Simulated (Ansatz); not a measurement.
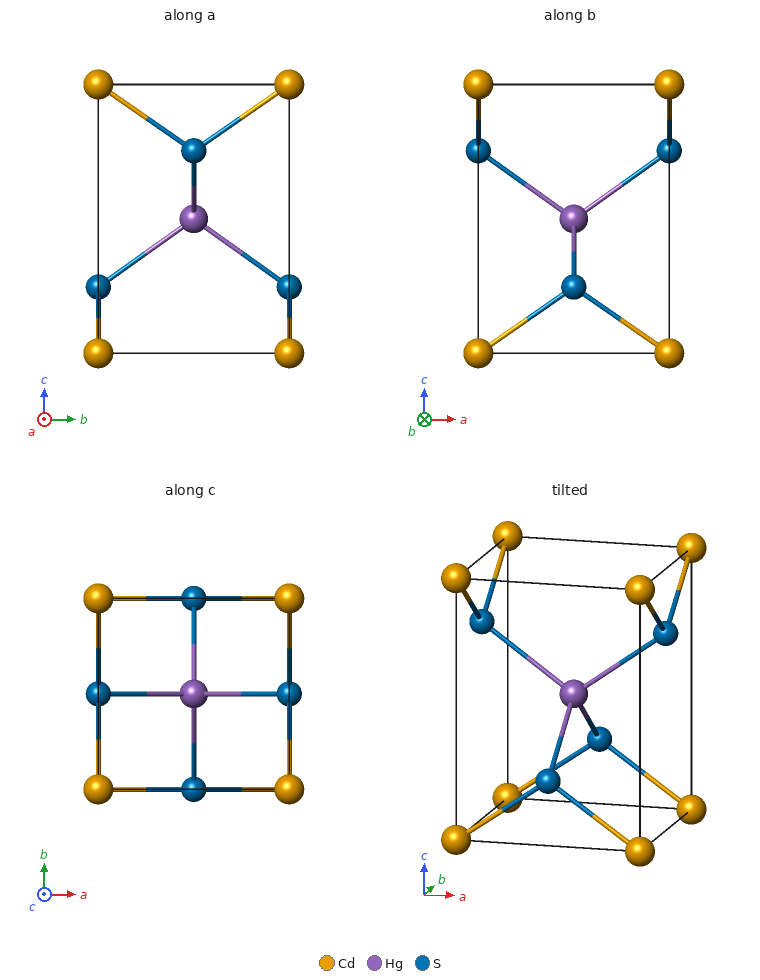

Drawn in the ball-and-stick manner and seen along the a axis, along the b axis, along the c axis and slightly off an axis. The conventional unit cell is drawn as a box.

Lattice parameters: a = 4.2193 Å, b = 4.2193 Å, c = 5.9404 Å, α = 90.000°, β = 90.000°, γ = 90.000°.

### Set out the cell and atoms as a CIF in P1 with every atom of the cell, with free fractional coordinates to two decimals.

```cif
data_structure
_symmetry_space_group_name_H-M 'P 1'
_symmetry_Int_Tables_number 1
_cell_length_a 4.2193
_cell_length_b 4.2193
_cell_length_c 5.9404
_cell_angle_alpha 90.000
_cell_angle_beta 90.000
_cell_angle_gamma 90.000
_cell_volume 105.75
loop_
_atom_site_label
_atom_site_type_symbol
_atom_site_fract_x
_atom_site_fract_y
_atom_site_fract_z
_atom_site_occupancy
Cd1 Cd 0.00 0.00 0.00 1
Hg1 Hg 0.50 0.50 0.50 1
S1 S 0.50 0.00 0.25 1
S2 S 0.00 0.50 0.75 1
```

Starting structure: a structure type filled with these elements by a generator (whether the compound takes this form wasn't checked). Cell shown after relaxation with Ansatz 0.2.0, DFT PBE, scalar-relativistic, plane waves, PAW.
